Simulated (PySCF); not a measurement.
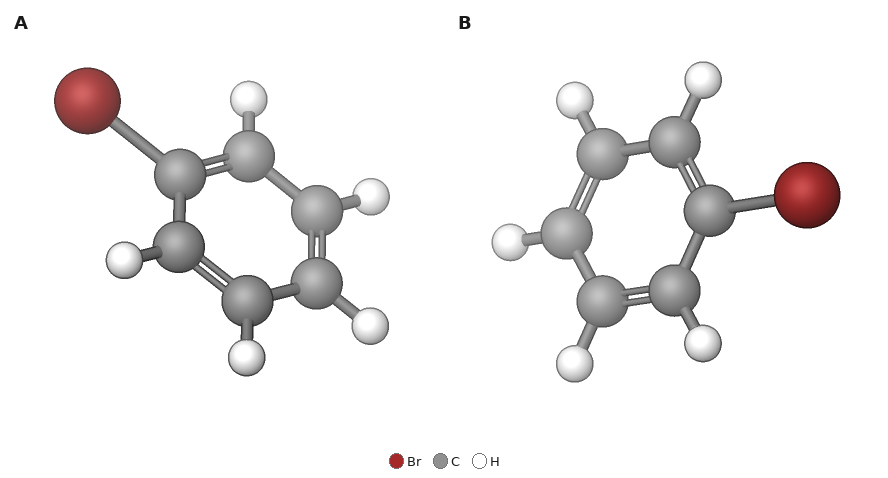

Depth is shown by fading: the farther an atom, the more it takes the colour of the background. The geometry was computed by an optimisation with PBE0-D3(BJ)/def2-SVP. No frequency run is at hand to confirm it as a minimum.

### Can A be turned into B by a rotation alone?

Yes. They are the same structure, C6H5Br (Brc1ccccc1), seen from two directions. With point group C2v it is achiral, so its mirror image would be the same too.
